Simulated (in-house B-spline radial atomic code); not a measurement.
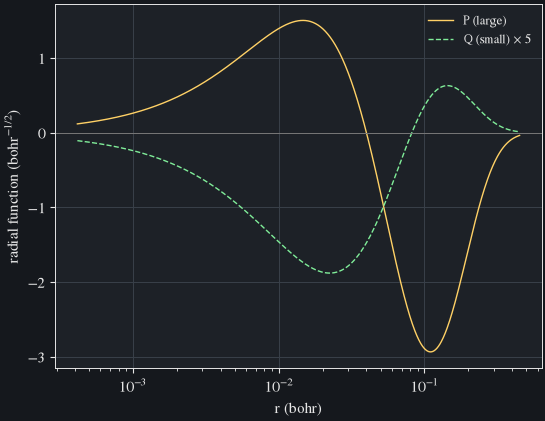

Cd³⁸⁺ (Z = 48, 10 electrons); electrons: [Ne]. All numbers are computed, not measured: Dirac-Hartree-Fock, average of configuration, Fermi nucleus, basis-set limit (an in-house B-spline radial code).

The plot shows the large and small radial components of one occupied spinor.

**Which spinor (n, l, j) is it?**

It is 2s1/2. The spinor has κ = −1: the large component has l = 0 and 1 radial node (r = 0.0400 bohr), the small one has l = 1. The small component carries 0.68 % of the norm; ⟨r⟩ = 0.128 bohr and the eigenvalue is −6304 eV. The nodes of P give n − l − 1 and its extent picks the shell; Q has as many nodes as P for κ < 0 and one more for κ > 0.
